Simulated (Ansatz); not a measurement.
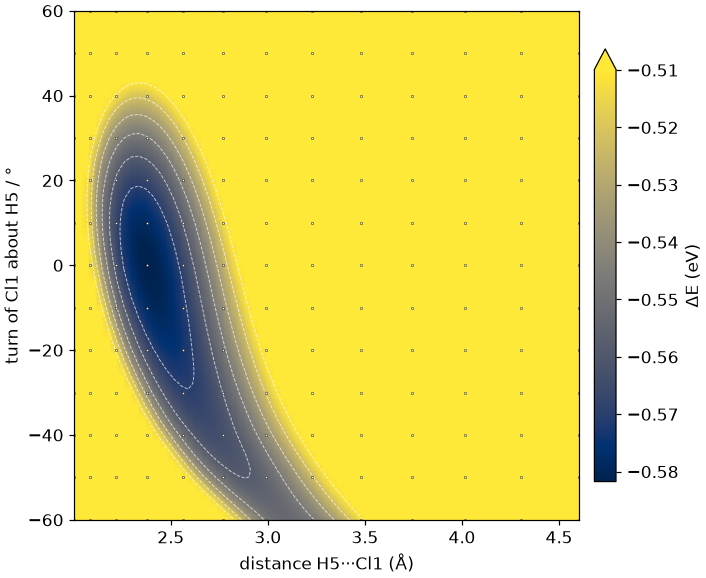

The pair Cl···CH₂F₂, charge −1. The turn is about an axis along (−0.99, −0.10, −0.06) in the frame of the relaxed pair, normal to the line between the partners. The first coordinate is: distance H5···Cl1; the second: turn of Cl1 about H5. The scan uses a 13 × 13 grid. Energies: eV, counted from the ion and the molecule far apart, frozen as in the relaxed pair, each in its own basis (no counterpoise correction). Computed with RKS CAM-B3LYP-D4/def2-SVPD (Ansatz).

The picture shows a smooth colour map with a few white contour lines, dots at the grid points, one colour for all values above the top of the scale. Between grid points the surface is interpolated.

Question: Where is the minimum, and how stiff is the well along each coordinate?

Answer: The interpolated minimum is at distance H5···Cl1 ≈ 2.387 Å, turn of Cl1 about H5 ≈ 0°. The curvatures there are about 1.2 eV/Å² and 0.24 eV/rad², with a cross term of about 0.3 eV/(Å·rad). Round the minimum the valley is strongly tilted: raising distance H5···Cl1 shifts the best value of turn of Cl1 about H5 downwards (coupling k₁₂/√(k₁₁k₂₂) about 0.6).
